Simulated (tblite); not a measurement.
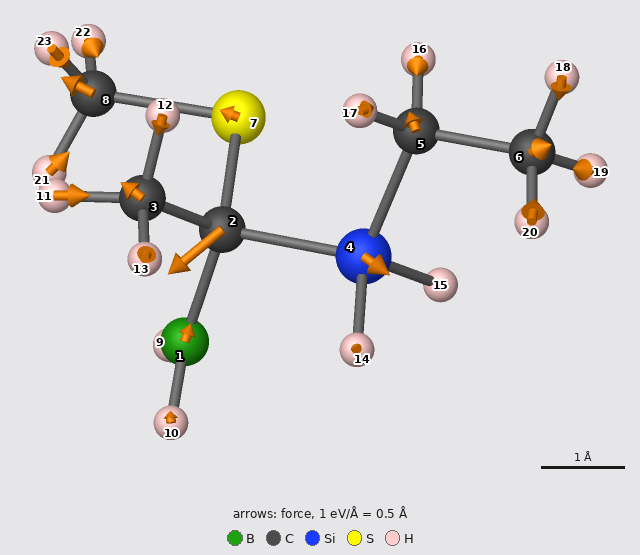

Starting geometry of C5H15BSSi with the computed forces as orange arrows. A ball-and-stick model, seen at a tilt.

All numbers below come from GFN2-xTB geometry optimisation, gas phase in tblite 0.8.0. 

### Is this structure relaxed? If not, where do the atoms go?

It isn't relaxed: the largest force vector, on C2, is 1.72 eV/Å. The final displacements have little in common with the starting forces (cosine between the two patterns 0.18). H21 moves most after the best rigid fit: 0.88 Å. Largest moves by element: H 0.88 Å, S 0.45 Å, C 0.26 Å, B 0.17 Å, Si 0.06 Å. Among the contacts that change: C2–Si4 1.884 → 1.948 Å, B1–C2 1.593 → 1.535 Å, C3–H11 1.122 → 1.090 Å, C2–C3 1.546 → 1.523 Å. Among the angles between lasting bonds that change: B1–C2–C3 110.8° → 118.6°, B1–C2–Si4 106.5° → 99.6°, Si4–C2–S7 106.9° → 102.4°. Groups turn about B1–C2 by about 30°, C2–S7 by about 25°. The energy falls by 0.322 eV in 125 geometry steps. Cost: 1.2 s on 1 thread of Arm Neoverse V1, with other jobs on the host.
